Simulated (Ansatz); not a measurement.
# Rh, response to strain

Take Rh in the fcc (Cu type) structure (space group Fm-3m, No. 225; a = 3.782 Å; relaxed with 0.1 eV smearing) as the base. Axes: x, y, z lie along the cube axes.

Strains are applied to the cell and any free atomic positions relax; under biaxial strain the out-of-plane vector relaxes too.

Level of theory: DFT with PBEsol, PAW potentials and a 420 eV plane-wave cutoff in Ansatz (a program for electronic structure), scalar-relativistic without spin-orbit coupling.

Notes on the quantities. energy relative to the base: free energy F.

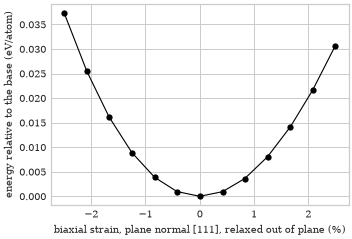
Figure. Energy relative to the base against biaxial strain, plane normal [111], relaxed out of plane

| biaxial strain, plane normal [111], relaxed out of plane (%) | energy relative to the base |
|---|---|
| -2.5 | +37 meV/atom |
| -2.08 | +25 meV/atom |
| -1.67 | +16 meV/atom |
| -1.25 | +8.9 meV/atom |
| -0.83 | +3.9 meV/atom |
| -0.42 | +1.0 meV/atom |
| 0.42 | +0.9 meV/atom |
| 0.83 | +3.6 meV/atom |
| 1.25 | +8.1 meV/atom |
| 1.67 | +14 meV/atom |
| 2.08 | +22 meV/atom |
| 2.5 | +31 meV/atom |

Stability against distortions was not tested. The final runs are not spin-polarised. Rh lies near a magnetic instability that expansion can trigger; it was not tested.
